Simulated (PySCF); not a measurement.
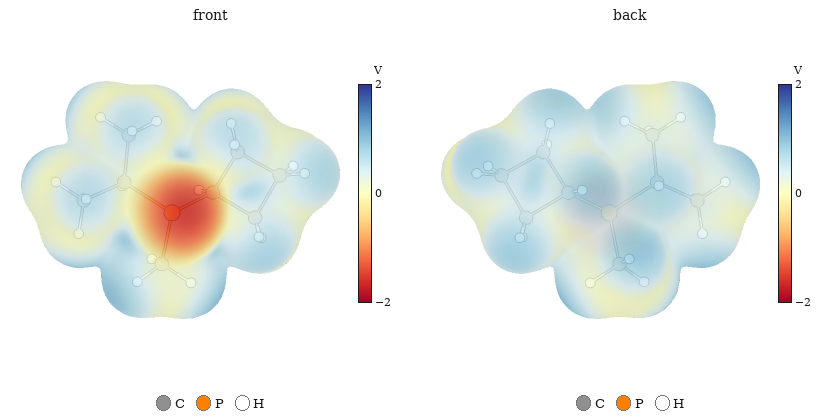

C8H17P (SMILES CC(C)P(C)C1CCC1). The electrostatic potential painted on the density surface at 0.004 e/bohr³, seen from the front and from behind; the colour scale runs from red (negative) to blue (positive).

Geometry: GFN2-xTB.

These are results of PySCF, PBE0/pcSseg-1, SCF density, gas phase, non-relativistic, not measurements.

The calculation's input:

```
{"job": {"kind": "nmr", "xc": "PBE0", "basis": "pcSseg-1"}, "charge": 0, "multiplicity": 1}
C     -1.977122     1.406647     0.048518
C     -1.720994    -0.068751    -0.239618
C     -2.945602    -0.897612     0.135007
P     -0.234091    -0.667092     0.744664
C     -0.003594    -2.309228    -0.083990
C      1.115895     0.219206    -0.187290
C      2.542608    -0.257743     0.149382
C      2.976818     1.203987     0.315501
C      1.502962     1.627977     0.301825
H     -2.858703     1.751401    -0.490846
H     -1.130653     2.016744    -0.255185
H     -2.145643     1.559170     1.112925
H     -1.505768    -0.196688    -1.308979
H     -3.827903    -0.526114    -0.384307
H     -2.810696    -1.943787    -0.129440
H     -3.127234    -0.833863     1.206560
H     -0.101283    -2.225183    -1.165928
H     -0.738542    -3.015567     0.295760
H      0.987185    -2.685247     0.163105
H      0.912587     0.193009    -1.262216
H      2.583477    -0.811417     1.087366
H      3.054278    -0.829259    -0.622730
H      3.533612     1.438055     1.220378
H      3.528393     1.578166    -0.545377
H      1.117216     1.840418     1.297899
H      1.251750     2.455385    -0.359865
```

Command:

```sh
OMP_NUM_THREADS=1 python probes_run.py task.json out
```

Which sites attract a positive test charge, and which a negative one?

A positive charge is drawn to the negative regions and a negative charge to the positive ones. The most negative region (about −1.5 V) lies over P4, the most positive (about +1.0 V) over H17, H18 and H19.
